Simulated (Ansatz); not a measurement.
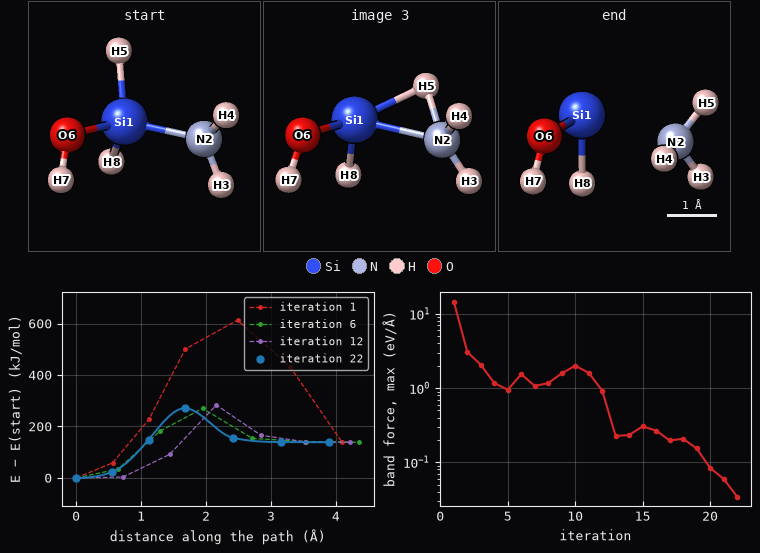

NEB run on SiNH5O. Images are numbered from 0 (start) to 6 (end). The plot follows the band through its iterations. Style: ball-and-stick. Shown from a free direction.

Method: RKS revPBE-D4/def2-SVP (Ansatz 0.2.0). Run with 5 movable images; climbing image; force threshold 0.05 eV/Å; iteration limit 60; starting path through a guess of the saddle point.

**Judge this run.**

The result is final at these settings. The band converged in 22 iterations. The largest component of the band force went from 15 to 0.034 eV/Å. The climbing image converged on the top of the path. Its vibrational analysis gives one imaginary mode (1346i cm⁻¹), as a transition state must have. The first iteration put the highest image at 613.3 kJ/mol. Forward barrier 270.6 kJ/mol, backward barrier 131.9 kJ/mol, with image 3 at the top; the reaction energy is +138.7 kJ/mol.

The run took 110 s on 1 thread of Intel(R) Xeon(R) Platinum 8488C (Sapphire Rapids), on a shared host, peak memory 0.14 GiB.
